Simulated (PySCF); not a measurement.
Input file:

```
{"job": {"kind": "nmr", "xc": "PBE0", "basis": "pcSseg-1"}, "charge": 0, "multiplicity": 1}
B      0.141830     3.511771     0.371084
O      0.103827     2.223511     0.494024
B      0.052050     0.925595     0.631254
C      1.209333     0.042647     0.157487
C      2.097902    -0.699534    -0.200491
Si     3.442749    -1.848226    -0.732992
C     -1.209224     0.214623     1.335300
C     -1.692989    -1.048363     0.614516
C     -2.273133    -0.721814    -0.756289
H     -0.280085     4.017377    -0.609613
H      0.593343     4.166668     1.244397
H      2.931125    -2.667564    -1.835519
H      3.802258    -2.692153     0.410528
H      4.597158    -1.057842    -1.170797
H     -2.044398     0.912651     1.430526
H     -0.916181    -0.063424     2.351742
H     -2.456334    -1.545794     1.218591
H     -0.854231    -1.737841     0.496993
H     -3.125707    -0.052161    -0.659175
H     -1.522971    -0.236133    -1.377169
H     -2.605244    -1.627050    -1.260163
```

Launched as:

```sh
OMP_NUM_THREADS=1 python probes_run.py task.json out
```

Geometry: GFN2-xTB.

Theory: PBE0/pcSseg-1, SCF density, gas phase, non-relativistic (PySCF 2.14.0).

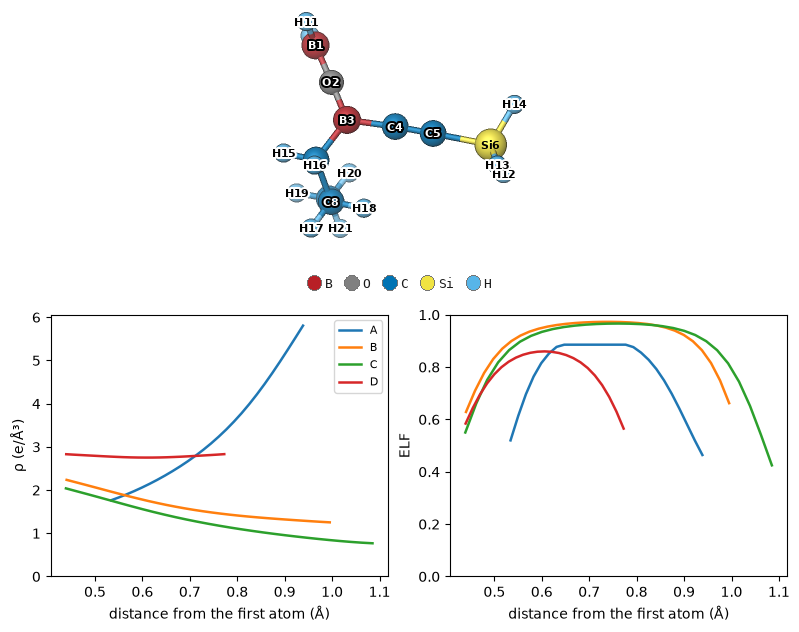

C$_{5}$H$_{12}$B$_{2}$OSi (SMILES BOB(C#C[SiH3])CCC). Electron density and ELF along straight lines between neighbouring atoms. The curves leave out the atomic cores. The structure is drawn too.

Which curve belongs to which contact (B–O, C–B, C–C and C–Si)? The first atom named is at distance zero.

Answer. Curve A: B–O (1.29 Å): ρ at the midpoint is about 2.3 e/Å³; the ELF peaks at about 0.90 between the atoms: a short, strongly polar bond. Curve B: C–B (1.53 Å): ρ is about 1.5 e/Å³ halfway; the ELF peaks at about 1 between the atoms (localised, covalent bonding). Curve C: C–Si (1.85 Å): the density is about 0.93 e/Å³ at the midpoint; the ELF peaks at about 0.95 between the atoms: localised, covalent bonding. Curve D: C–C (1.21 Å): ρ is about 2.8 e/Å³ halfway; the ELF peaks at about 0.85 between the atoms; a multiple bond.
